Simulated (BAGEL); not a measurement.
# CH3BS2 (SMILES S=CBS): HF/def2-SVP (density fitting with qzvpp-jkfit)

Aim: the vertical singlet–triplet gap of CH3BS2 at HF/def2-SVP (density fitting with qzvpp-jkfit), from 2 runs. 

Program for the calculation: BAGEL 1.2.2.

1 further run of the same task is left out (it didn't finish).

**1. The system as given**

CH3BS2 has 7 atoms, charge 0, and is taken as a singlet. SMILES: `S=CBS`. Geometry: relaxed at PBE0-D4/def2-TZVP. This is one conformer, not always the lowest.

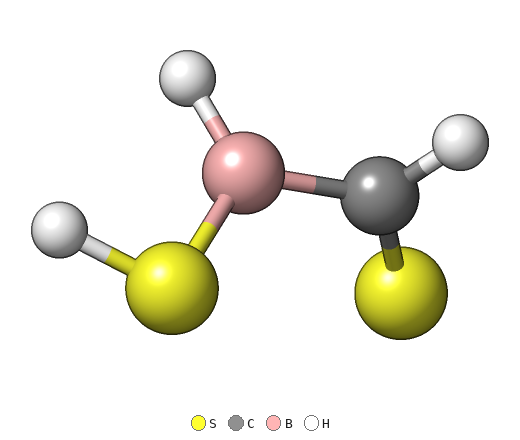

Viewed from a chosen angle; sulfur yellow, carbon grey, boron pink, hydrogen white.

**2. The energy at HF/def2-SVP (density fitting with qzvpp-jkfit)**

File input.json:

```json
{ "bagel": [

{
  "title": "molecule",
  "basis": "svp",
  "df_basis": "qzvpp-jkfit",
  "angstrom": true,
  "geometry": [
    { "atom": "S", "xyz": [       0.227300,      -2.350600,      -0.404000 ] },
    { "atom": "C", "xyz": [      -0.664500,      -1.024400,      -0.161700 ] },
    { "atom": "B", "xyz": [       0.030400,       0.282400,       0.293400 ] },
    { "atom": "S", "xyz": [       0.913200,       1.258400,      -0.894000 ] },
    { "atom": "H", "xyz": [      -1.753400,      -1.079200,      -0.257500 ] },
    { "atom": "H", "xyz": [      -0.032700,       0.627400,       1.434700 ] },
    { "atom": "H", "xyz": [       1.340600,       2.218000,      -0.056600 ] }
  ]
},

{
  "title": "hf"
},

{
  "title": "print",
  "file": "orbitals.molden",
  "orbitals": true
}

]}
```

The run is started by

```console
$ BAGEL_NUM_THREADS=1 BAGEL input.json > input.out
```

The log of the run:

```text
* using 1 threads per process

  ===============================================================
  ===============================================================

  *** Geometry ***

  { "atom" : "S", "xyz" : [      0.429535,     -4.441990,     -0.763449 ] },
  { "atom" : "C", "xyz" : [     -1.255723,     -1.935835,     -0.305569 ] },
  { "atom" : "B", "xyz" : [      0.057448,      0.533659,      0.554446 ] },
  { "atom" : "S", "xyz" : [      1.725698,      2.378031,     -1.689415 ] },
  { "atom" : "H", "xyz" : [     -3.313446,     -2.039392,     -0.486604 ] },
  { "atom" : "H", "xyz" : [     -0.061794,      1.185614,      2.711190 ] },
  { "atom" : "H", "xyz" : [      2.533367,      4.191413,     -0.106958 ] },

  Number of auxiliary basis functions:      460

  Since a DF basis is specified, we compute 2- and 3-index integrals:
    o Being stored without compression. Storage requirement is 0.023 GB

  Number of basis functions:       79
  Number of electrons      :       46

    * METHOD: MOLECULE                             0.16

  *** RHF ***

  === Nuclear Repulsion ===
   165.0861174717

      * DIIS with orbital gradients will be used.

  === RHF iteration (svp) ===
      0       -858.98529598          0.00970742           0.06
      1       -859.04406136          0.00462919           0.05
      2       -859.05328173          0.00183647           0.05
      3       -859.05542714          0.00034653           0.05
      4       -859.05550980          0.00008067           0.05
      5       -859.05551843          0.00002635           0.05
      6       -859.05551959          0.00000954           0.05
      7       -859.05551975          0.00000384           0.05
      8       -859.05551978          0.00000142           0.05
      9       -859.05551978          0.00000073           0.05
     10       -859.05551978          0.00000040           0.05
     11       -859.05551978          0.00000022           0.05
     12       -859.05551978          0.00000011           0.05
     13       -859.05551978          0.00000005           0.05
     14       -859.05551978          0.00000002           0.05
     15       -859.05551978          0.00000001           0.05
    * SCF iteration converged.

    * Permanent dipole moment:
           (    0.388330,    -0.847912,    -0.398422) a.u.

    * METHOD: HF                                   0.97

    * METHOD: PRINT                                0.01

  ===============================================================
```

It took 1.3 s on 1 thread of Arm Neoverse V2, shared host; peak memory 0.11 GiB.

**3. The triplet at the same level**

File input.json:

```json
{ "bagel": [

{
  "title": "molecule",
  "basis": "svp",
  "df_basis": "qzvpp-jkfit",
  "angstrom": true,
  "geometry": [
    { "atom": "S", "xyz": [    0.227300,   -2.350600,   -0.404000 ] },
    { "atom": "C", "xyz": [   -0.664500,   -1.024400,   -0.161700 ] },
    { "atom": "B", "xyz": [    0.030400,    0.282400,    0.293400 ] },
    { "atom": "S", "xyz": [    0.913200,    1.258400,   -0.894000 ] },
    { "atom": "H", "xyz": [   -1.753400,   -1.079200,   -0.257500 ] },
    { "atom": "H", "xyz": [   -0.032700,    0.627400,    1.434700 ] },
    { "atom": "H", "xyz": [    1.340600,    2.218000,   -0.056600 ] }
  ]
},
{
  "title": "uhf",
  "nopen": 2
},
{
  "title": "print",
  "file": "orbitals.molden",
  "orbitals": true
}

]}
```

The run is started by

```console
$ BAGEL_NUM_THREADS=1 BAGEL input.json > input.out
```

The log of the run:

```text
* using 1 threads per process

  ===============================================================
  ===============================================================

  *** Geometry ***

  { "atom" : "S", "xyz" : [      0.429535,     -4.441990,     -0.763449 ] },
  { "atom" : "C", "xyz" : [     -1.255723,     -1.935835,     -0.305569 ] },
  { "atom" : "B", "xyz" : [      0.057448,      0.533659,      0.554446 ] },
  { "atom" : "S", "xyz" : [      1.725698,      2.378031,     -1.689415 ] },
  { "atom" : "H", "xyz" : [     -3.313446,     -2.039392,     -0.486604 ] },
  { "atom" : "H", "xyz" : [     -0.061794,      1.185614,      2.711190 ] },
  { "atom" : "H", "xyz" : [      2.533367,      4.191413,     -0.106958 ] },

  Number of auxiliary basis functions:      460

  Since a DF basis is specified, we compute 2- and 3-index integrals:
    o Being stored without compression. Storage requirement is 0.023 GB

  Number of basis functions:       79
  Number of electrons      :       46

    * METHOD: MOLECULE                             0.16

  *** Open-shell HF ***

  === Nuclear Repulsion ===
   165.0861174717

      * DIIS with orbital gradients will be used.

  === UHF iteration (svp) ===
      0       -858.89923557          0.02278096           0.11
      1       -858.98624900          0.01298063           0.11
      2       -859.00768803          0.00739373           0.11
      3       -859.01698935          0.00180360           0.11
      4       -859.01977216          0.00066366           0.11
      5       -859.02039409          0.00032701           0.11
      6       -859.02059323          0.00012029           0.11
      7       -859.02061716          0.00005693           0.11
      8       -859.02062251          0.00001304           0.11
      9       -859.02062268          0.00000577           0.11
     10       -859.02062273          0.00000317           0.11
     11       -859.02062275          0.00000181           0.11
     12       -859.02062275          0.00000108           0.11
     13       -859.02062276          0.00000063           0.11
     14       -859.02062276          0.00000046           0.11
     15       -859.02062276          0.00000034           0.11
     16       -859.02062276          0.00000025           0.11
     17       -859.02062276          0.00000016           0.11
     18       -859.02062276          0.00000011           0.11
     19       -859.02062276          0.00000007           0.11
     20       -859.02062276          0.00000004           0.11
     21       -859.02062276          0.00000002           0.11
     22       -859.02062276          0.00000002           0.11
     23       -859.02062276          0.00000001           0.11
    * SCF iteration converged.

    * S^2 (UHF) is 2.0212

    * Permanent dipole moment:
           (    0.211865,    -0.340522,    -0.305200) a.u.

    * METHOD: UHF                                  2.76

    * METHOD: PRINT                                0.01

  ===============================================================
```

Wall time 3.3 s (1 thread of Arm Neoverse V2, shared host); peak memory 0.11 GiB.

**4. Summary of results**

At HF/def2-SVP (density fitting with qzvpp-jkfit):

```
                                        quantity          value
                           singlet: total energy  -859.05552 Eh
                          singlet: dipole moment         2.58 D
                            singlet: HOMO energy       -9.22 eV
                            singlet: LUMO energy        1.31 eV
                          singlet: HOMO–LUMO gap       10.53 eV
                           triplet: total energy  -859.02062 Eh
                          triplet: dipole moment         1.28 D
                                   triplet: ⟨S²⟩          2.021
vertical energy of the triplet above the singlet       0.950 eV
```

What this shows: At this shape the triplet lies 0.95 eV (21.9 kcal/mol) above the singlet.
